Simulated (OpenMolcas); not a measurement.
**AlNH₄: excited-state calculation (part 3 of 3)**

The same run, continued: AlNH₄; NEVPT2/ANO-RCC-VDZP, DKH2 (OpenMolcas 26.06). The geometry comes from this level: GFN2-xTB.

Geometry of the input (Å):
```
N  0.0333  -0.9536  0.0825
Al -0.0241  0.8126  -0.0759
H  0.5450  -1.6048  -0.5026
H  -0.4499  -1.5022  0.7866
H  0.0937  1.5182  -1.4412
H  -0.1981  1.7298  1.1506
```

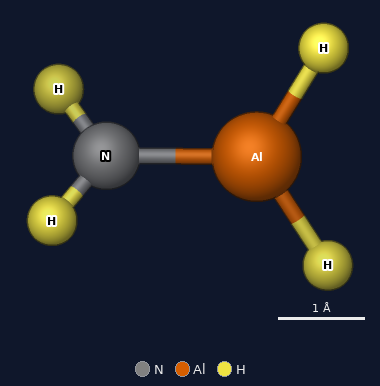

The input geometry (ball-and-stick view, seen at a tilt). Sticks mark near contacts.

## The program's output, continued
```
      Number of closed shell electrons          12
      Number of electrons in active shells       6
      Max number of holes in RAS1 space          0
      Max number of electrons in RAS3 space      0
      Number of inactive orbitals                6
      Number of active orbitals                  6
      Number of secondary orbitals              37
      Spin quantum number                      0.0
      State symmetry                             1
      Number of CSFs                           175
      Number of CASSCF root(s) available         3
      NEVPT2 state passed to geometry opt.       3
      A file JOBMIX will be created
      This is a MULTI-STATE CASSCF reference
      Number of CI roots used                    3
      These are:                                 1   2   3
      Off-diagonal elements of Heff are computed
--

++    Orbital specifications:
      -----------------------

      Symmetry species                           1
                                                 a
      Frozen orbitals                            3
      Inactive orbitals                          6
      Active orbitals                            6
      Secondary orbitals                        37
      Deleted orbitals                           0
      Number of basis functions                 52
--

++    NEVPT2 specifications:
      ----------------------

      Type of calculation                        QD-NEVPT2
      Internal contraction for energies          partially and strongly contracted
                                                 (PC-NEVPT2 and SC-NEVPT2)
      Denominator threshold for SC-NEVPT2        1.00E-09
      Fock operator                              state-specific
      0th-order Hamiltonian                      DYALL
      IPEA shift                                 0.00
      Real shift                                 0.00
      Imaginary shift                            0.00
      The input orbitals will be transformed to quasi-canonical
--

--------------------------------------------------------------------------------
 Estimated memory requirements:
  POLY3 :                   262414
  RHS:                      305439
  SIGMA :                   351232
  PRPCTL:                        0
 Available workspace:    232484725

++ NEVPT2 computation for group   1

********************************************************************************
 Multi-State initialization phase begins for group   1
--------------------------------------------------------------------------------
********************************************************************************
 Compute H0 matrices for state    1
--------------------------------------------------------------------------------
--------------------------------------------------------------------------------
 H0 matrices have been computed.

********************************************************************************
  NEVPT2 EQUATION SOLUTION
--------------------------------------------------------------------------------

  Total nr of NEVPT2 parameters:
   Before reduction:      132720
   After  reduction:      131896

 Variance of |WF0>:       1.1439510975
-----------------------------------------------------------------------------------------------------------------------------

  FINAL PC-NEVPT2 RESULT:

      Reference energy:        -299.2433057384
      E2 (Non-variational):      -0.2487219101
      E2 (Variational):          -0.2487219101
      Total energy:            -299.4920276486
      Residual norm:              0.0000000000
      Reference weight:           0.93113

      Contributions to the PC-NEVPT2 correlation energy
      Active & Virtual Only:         -0.0420804882
      One Inactive Excited:          -0.1034787333
      Two Inactive Excited:          -0.1031626887

  FINAL SC-NEVPT2 RESULT:

      Reference energy:        -299.2433057384
      E2 (Non-variational):      -0.2473248690
      E2 (Variational):          -0.2473248690
      Total energy:            -299.4906306074
      Residual norm:              0.0000000000
      Reference weight:           0.93279

      Contributions to the SC-NEVPT2 correlation energy
      Active & Virtual only:         -0.0415316821
      One Inactive Excited:          -0.1027067557
      Two Inactive Excited:          -0.1030864312

++ Denominators, etc.
--------------------------------------------------------------------------------------------------------------
 Report on small energy denominators, large coefficients, and large energy contributions.
CASE  SYMM ACTIVE-MIX  NON-ACTIVE INDICES          DENOMINATOR     RHS VALUE       COEFFICIENT     CONTRIBUTION
AIVX     1  Mu1.0026  In1.007 Se1.016               2.25973615     -0.05650740      0.02500619     -0.00141304
AIVX     1  Mu1.0026  In1.008 Se1.017               1.95584283     -0.07097647      0.03628945     -0.00257570
AIVX     1  Mu1.0004  In1.009 Se1.022               1.16629148      0.04901910     -0.04202989     -0.00206027
AIVX     1  Mu1.0026  In1.007 Se1.024               2.75693161     -0.07108165      0.02578289     -0.00183269
AIVX     1  Mu1.0026  In1.007 Se1.025               2.80909067     -0.08773752      0.03123342     -0.00274034
AIVX     1  Mu1.0026  In1.008 Se1.027               2.57519208      0.13331295     -0.05176816     -0.00690137
AIVX     1  Mu1.0026  In1.008 Se1.032               2.86582305     -0.07949047      0.02773740     -0.00220486
BJAIP    1  Se1.025 In1.007 Se1.027 In1.008         3.10531172     -0.08181099      0.02634550     -0.00215535
BJAIP    1  Se1.027 In1.008 Se1.027 In1.008         2.87141313      0.08686673     -0.03025226     -0.00262791
BJAIP    1  Se1.019 In1.009 Se1.019 In1.009         1.59946866      0.04025060     -0.02516498     -0.00101291
--

   (Skipping property calculation,
    use PROP keyword to activate)
--

++ NEVPT2 computation for group   2

********************************************************************************
 Multi-State initialization phase begins for group   2
--------------------------------------------------------------------------------
********************************************************************************
 Compute H0 matrices for state    2
--------------------------------------------------------------------------------
--------------------------------------------------------------------------------
 H0 matrices have been computed.

********************************************************************************
  NEVPT2 EQUATION SOLUTION
--------------------------------------------------------------------------------

  Total nr of NEVPT2 parameters:
   Before reduction:      132720
   After  reduction:      131982

 Variance of |WF0>:       1.1214555730
-----------------------------------------------------------------------------------------------------------------------------

  FINAL PC-NEVPT2 RESULT:

      Reference energy:        -299.0109141456
      E2 (Non-variational):      -0.2619084642
      E2 (Variational):          -0.2619084642
      Total energy:            -299.2728226098
      Residual norm:              0.0000000000
      Reference weight:           0.91294

      Contributions to the PC-NEVPT2 correlation energy
      Active & Virtual Only:         -0.0465669690
      One Inactive Excited:          -0.1117176810
      Two Inactive Excited:          -0.1036238141

  FINAL SC-NEVPT2 RESULT:

      Reference energy:        -299.0109141456
      E2 (Non-variational):      -0.2579273126
      E2 (Variational):          -0.2579273126
      Total energy:            -299.2688414582
      Residual norm:              0.0000000000
      Reference weight:           0.91941

      Contributions to the SC-NEVPT2 correlation energy
      Active & Virtual only:         -0.0449470291
      One Inactive Excited:          -0.1094334223
      Two Inactive Excited:          -0.1035468612

++ Denominators, etc.
--------------------------------------------------------------------------------------------------------------
 Report on small energy denominators, large coefficients, and large energy contributions.
CASE  SYMM ACTIVE-MIX  NON-ACTIVE INDICES          DENOMINATOR     RHS VALUE       COEFFICIENT     CONTRIBUTION
ATVX     1  Mu1.0001  Se1.016                       0.17276424     -0.00001175      0.00006802     -0.00000000
ATVX     1  Mu1.0002  Se1.016                       0.23444535      0.00006376     -0.00027198     -0.00000002
ATVX     1  Mu1.0001  Se1.017                       0.26059601      0.00034530     -0.00132504     -0.00000046
ATVX     1  Mu1.0005  Se1.021                       0.71764609     -0.02873715      0.04004362     -0.00115074
AIVX     1  Mu1.0038  In1.007 Se1.016               2.34860614      0.05923092     -0.02521961     -0.00149378
AIVX     1  Mu1.0038  In1.008 Se1.017               2.03097698      0.07885667     -0.03882697     -0.00306177
AIVX     1  Mu1.0002  In1.009 Se1.019               0.76664957     -0.05526097      0.07208113     -0.00398327
AIVX     1  Mu1.0004  In1.009 Se1.019               0.80837383     -0.03650294      0.04515602     -0.00164833
AIVX     1  Mu1.0008  In1.009 Se1.022               1.13503636     -0.03256973      0.02869487     -0.00093458
AIVX     1  Mu1.0038  In1.007 Se1.024               2.81954191      0.08669584     -0.03074820     -0.00266574
AIVX     1  Mu1.0038  In1.008 Se1.027               2.61196219     -0.12898217      0.04938133     -0.00636931
AIVX     1  Mu1.0038  In1.008 Se1.030               2.88431280      0.07240929     -0.02510452     -0.00181780
BVATM    1  Mu1.0001  Se1.022 Se1.019               1.43914560     -0.04767816      0.03312949     -0.00157955
BJAIP    1  Se1.017 In1.008 Se1.027 In1.008         2.37422350     -0.06337032      0.02669097     -0.00169142
BJAIP    1  Se1.027 In1.008 Se1.027 In1.008         2.95520871      0.08413991     -0.02847173     -0.00239561
BJAIP    1  Se1.019 In1.009 Se1.019 In1.009         1.58334495      0.03974264     -0.02510043     -0.00099756
--

   (Skipping property calculation,
    use PROP keyword to activate)
--

++ NEVPT2 computation for group   3

********************************************************************************
 Multi-State initialization phase begins for group   3
--------------------------------------------------------------------------------
********************************************************************************
 Compute H0 matrices for state    3
--------------------------------------------------------------------------------
--------------------------------------------------------------------------------
 H0 matrices have been computed.

********************************************************************************
  NEVPT2 EQUATION SOLUTION
--------------------------------------------------------------------------------

  Total nr of NEVPT2 parameters:
   Before reduction:      132720
   After  reduction:      132062

 Variance of |WF0>:       1.1379825406
-----------------------------------------------------------------------------------------------------------------------------

  FINAL PC-NEVPT2 RESULT:

      Reference energy:        -298.9711612954
      E2 (Non-variational):      -0.2736410833
      E2 (Variational):          -0.2736410833
      Total energy:            -299.2448023787
      Residual norm:              0.0000000000
      Reference weight:           0.89905

      Contributions to the PC-NEVPT2 correlation energy
      Active & Virtual Only:         -0.0435174709
      One Inactive Excited:          -0.1256353432
      Two Inactive Excited:          -0.1044882693

  FINAL SC-NEVPT2 RESULT:

      Reference energy:        -298.9711612954
      E2 (Non-variational):      -0.2702736830
      E2 (Variational):          -0.2702736830
      Total energy:            -299.2414349784
      Residual norm:              0.0000000000
      Reference weight:           0.90492

      Contributions to the SC-NEVPT2 correlation energy
      Active & Virtual only:         -0.0419509395
      One Inactive Excited:          -0.1239119420
      Two Inactive Excited:          -0.1044108015

++ Denominators, etc.
--------------------------------------------------------------------------------------------------------------
 Report on small energy denominators, large coefficients, and large energy contributions.
CASE  SYMM ACTIVE-MIX  NON-ACTIVE INDICES          DENOMINATOR     RHS VALUE       COEFFICIENT     CONTRIBUTION
VJTU     1  Mu1.0013  In1.009                       1.26268460     -0.03296648      0.02610824     -0.00086070
ATVX     1  Mu1.0001  Se1.016                       0.17652983     -0.00001720      0.00009743     -0.00000000
ATVX     1  Mu1.0002  Se1.016                       0.23821087      0.00001132     -0.00004752     -0.00000000
ATVX     1  Mu1.0001  Se1.017                       0.26746061      0.00032371     -0.00121032     -0.00000039
ATVX     1  Mu1.0001  Se1.018                       0.25337988     -0.00002463      0.00009720     -0.00000000
ATVX     1  Mu1.0001  Se1.021                       0.42881474     -0.01452200      0.03386544     -0.00049179
ATVX     1  Mu1.0002  Se1.021                       0.49049578      0.01785645     -0.03640490     -0.00065006
ATVX     1  Mu1.0006  Se1.021                       0.86886553      0.04190106     -0.04822503     -0.00202068
AIVX     1  Mu1.0036  In1.008 Se1.017               1.95183823     -0.06840130      0.03504456     -0.00239709
AIVX     1  Mu1.0002  In1.009 Se1.019               0.73313818      0.02916557     -0.03978182     -0.00116026
AIVX     1  Mu1.0004  In1.009 Se1.019               0.77392182     -0.11668553      0.15077173     -0.01759288
AIVX     1  Mu1.0001  In1.009 Se1.022               0.65355237      0.02273759     -0.03479077     -0.00079106
AIVX     1  Mu1.0036  In1.007 Se1.025               2.80568688     -0.08089419      0.02883222     -0.00233236
AIVX     1  Mu1.0036  In1.008 Se1.027               2.56674422      0.12342810     -0.04808742     -0.00593534
AIVX     1  Mu1.0004  In1.009 Se1.028               1.30469461      0.03987698     -0.03056422     -0.00121881
AIVX     1  Mu1.0036  In1.008 Se1.032               2.82378750     -0.08625204      0.03054480     -0.00263455
BJAIP    1  Se1.025 In1.007 Se1.027 In1.008         3.10080682     -0.07977007      0.02572558     -0.00205213
BJAIP    1  Se1.027 In1.008 Se1.027 In1.008         2.86186416      0.08533544     -0.02981813     -0.00254454
BJAIP    1  Se1.019 In1.009 Se1.019 In1.009         1.59471751      0.04273413     -0.02679730     -0.00114516
--

   (Skipping property calculation,
    use PROP keyword to activate)
--

  Total PC-NEVPT2 energies:
::    PC-NEVPT2 Root  1     Total energy:   -299.49202765
::    PC-NEVPT2 Root  2     Total energy:   -299.27282261
::    PC-NEVPT2 Root  3     Total energy:   -299.24480238

++ Multi-State NEVPT2 section:
********************************************************************************
  MULTI-STATE NEVPT2 SECTION
--------------------------------------------------------------------------------

  Output diagonal energies have been shifted. Add    299.00000000000000

  Effective Hamiltonian matrix (Symmetric):

                1               2               3
   1      -598.49202765
   2         0.00142557   -598.27282261
   3        -0.00140812     -0.00664337   -598.24480238

       Total QD-PC-NEVPT2 energies:
::    QD-PC-NEVPT2 Root  1     Total energy:   -299.49204446
::    QD-PC-NEVPT2 Root  2     Total energy:   -299.27431253
::    QD-PC-NEVPT2 Root  3     Total energy:   -299.24329564

       Eigenvectors:
            0.99996467      0.00496568     -0.00678241
           -0.00633521      0.97552154     -0.21981262
            0.00552487      0.21984782      0.97551854

--

  Effective Hamiltonian matrix (Symmetric):

                1               2               3
   1      -598.49063061
   2         0.00183001   -598.26884146
   3        -0.00157049     -0.00688560   -598.24143498

       Total QD-SC-NEVPT2 energies:
::    QD-SC-NEVPT2 Root  1     Total energy:   -299.49065491
::    QD-SC-NEVPT2 Root  2     Total energy:   -299.27046500
::    QD-SC-NEVPT2 Root  3     Total energy:   -299.23978714

       Eigenvectors:
            0.99994903      0.00643822     -0.00777690
           -0.00806113      0.97290611     -0.23105997
            0.00607858      0.23111089      0.97290843

--

  THE ORIGINAL CI ARRAYS ARE NOW MIXED AS LINEAR
  COMBINATIONS, GIVEN BY THE EIGENVECTORS.
  A NEW JOBIPH FILE NAMED 'JOBMIX' IS PREPARED.
********************************************************************************

++ Mixed CI coefficients:
  The CI coefficients for the MIXED state nr.   1
--------------------------------------------------------------------------------
 CI COEFFICIENTS LARGER THAN  5.00E-02
  Occupation of active orbitals, and spin coupling
  of open shells. (u,d: Spin up or down).
  SGUGA info is (Midvert:IsyUp:UpperWalk/LowerWalk)
        Conf  SGUGA info        Occupation    Coefficient         Weight
           1  ( 1:1:   1/   1)   222000         -0.975635       0.951864
           5  ( 2:1:   1/   2)   2u2d00          0.150910       0.022774
          34  ( 3:1:   6/   4)   202002          0.065486       0.004288
          39  ( 3:1:   5/   5)   ud20ud          0.063122       0.003984
          43  ( 3:1:   3/   6)   022020          0.070084       0.004912
          55  ( 4:1:   3/   3)   uu20dd         -0.051214       0.002623

  The CI coefficients for the MIXED state nr.   2
--------------------------------------------------------------------------------
 CI COEFFICIENTS LARGER THAN  5.00E-02
  Occupation of active orbitals, and spin coupling
  of open shells. (u,d: Spin up or down).
  SGUGA info is (Midvert:IsyUp:UpperWalk/LowerWalk)
        Conf  SGUGA info        Occupation    Coefficient         Weight
           1  ( 1:1:   1/   1)   222000          0.140486       0.019736
           2  ( 2:1:   1/   1)   22ud00         -0.522732       0.273249
           5  ( 2:1:   1/   2)   2u2d00          0.818085       0.669262
          17  ( 3:1:   1/   2)   2ud200          0.073972       0.005472
          29  ( 3:1:   1/   4)   202200          0.050979       0.002599
          32  ( 3:1:   4/   4)   202u0d         -0.080317       0.006451
          36  ( 3:1:   2/   5)   ud2ud0         -0.057151       0.003266
         113  ( 5:1:   2/   8)   0u2d20         -0.052588       0.002765

  The CI coefficients for the MIXED state nr.   3
--------------------------------------------------------------------------------
 CI COEFFICIENTS LARGER THAN  5.00E-02
  Occupation of active orbitals, and spin coupling
  of open shells. (u,d: Spin up or down).
  SGUGA info is (Midvert:IsyUp:UpperWalk/LowerWalk)
        Conf  SGUGA info        Occupation    Coefficient         Weight
           1  ( 1:1:   1/   1)   222000         -0.065676       0.004313
           2  ( 2:1:   1/   1)   22ud00         -0.829577       0.688198
           5  ( 2:1:   1/   2)   2u2d00         -0.517585       0.267895
          17  ( 3:1:   1/   2)   2ud200          0.081331       0.006615
          29  ( 3:1:   1/   4)   202200         -0.062317       0.003883
          32  ( 3:1:   4/   4)   202u0d          0.069382       0.004814
          78  ( 5:1:   7/   3)   20ud02          0.054988       0.003024
          83  ( 5:1:   4/   4)   ududud          0.052738       0.002781
          89  ( 5:1:   2/   5)   02ud20          0.059231       0.003508

--

--- Stop Module: caspt2 /rc=_RC_ALL_IS_WELL_ ---

.##################.
.# Happy landing! #.
.##################.

    Timing: Wall=4.67 User=4.08 System=0.58
```
